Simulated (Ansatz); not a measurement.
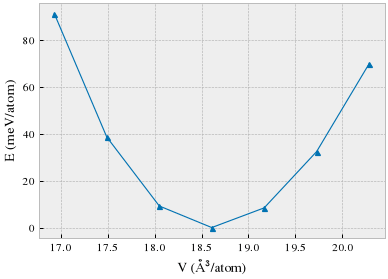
Figure. Nb (fcc (Cu type), Fm-3m) under volume change, plane-wave PAW r²SCAN+D4 (Ansatz code), scaled uniformly.

Question: What does a third-order Birch–Murnaghan fit give for V₀, B₀ and B′?

Answer: V₀ = 18.61 Å³/atom, B₀ = 169 GPa, B′ = 3.5.

The workflow started from an entry of the Crystallography Open Database (COD), which files this formula under 2 space groups. It is not the phase usual at ambient conditions (space group No. 229). The cell was relaxed with r²SCAN+D4 under the symmetry of its start. At this level the phase is mechanically unstable. No spin polarisation was allowed. The pairwise dispersion correction was not fitted to metals.

Potentials: the later of the program's two PAW sets.
